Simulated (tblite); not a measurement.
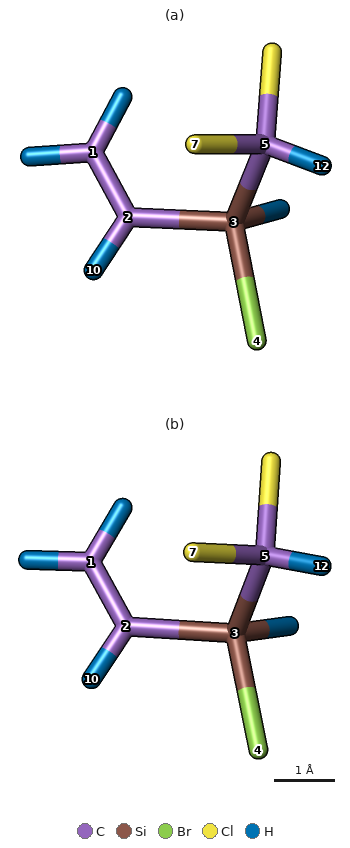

The structure of C3H5BrCl2Si before (top) and after (bottom) a relaxation, at one scale.

The picture is a stick view, seen at a tilt.

These are results of GFN2-xTB geometry optimisation, gas phase (tblite), not measurements. 

> What changed between the two?

An H atom moves most after the best rigid fit: 0.20 Å. Largest moves by element: H 0.20 Å, Br 0.09 Å, Si 0.09 Å, C 0.05 Å, Cl 0.04 Å. Near-neighbour distances that change, for instance: C–Si 1.878 → 1.924 Å, C–Si 1.830 → 1.874 Å, Br–Si 2.252 → 2.214 Å, C–Cl 1.749 → 1.779 Å. Among the angles between lasting bonds that change: Si–C–H 105.9° → 114.7°, C–Si–H 109.0° → 117.7°, Cl–C–H 114.1° → 106.6°. After 50 geometry steps the energy has fallen by 5.04 kcal/mol. Cost: 0.74 s on 1 thread of Arm Neoverse N1, on a shared host.
